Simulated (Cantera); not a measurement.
A closed system holds: 1 mol B₂O₃, 7 mol O₂, 0.41 mol N₂, a varied amount of NH₃, equilibrated at 827 °C and 160 Pa.

Cantera equilibrium calculation (NASA polynomials, part measured and part estimated; ideal gas, pure solids and liquids). Candidate condensed phases: B, BN, B₂O₃, B₃O₃H₃, H₂O; 39 gas species. Gases not in the tables: H₃BO₃. Equilibrium is a limit: real reactors are often held back by kinetics, nucleation or transport.

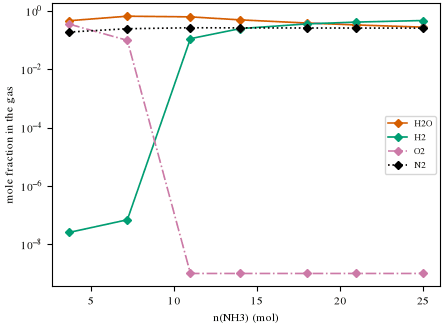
Figure: Equilibrium gas composition (values under 1e-9 drawn at 1e-9)

From 3.7 mol NH₃ to 25 mol NH₃ the condensed part is B₂O₃(l). The share of B in condensed phases is highest at 3.7 mol NH₃ (97.8 %) and lowest at 25 mol NH₃ (93.5 %).
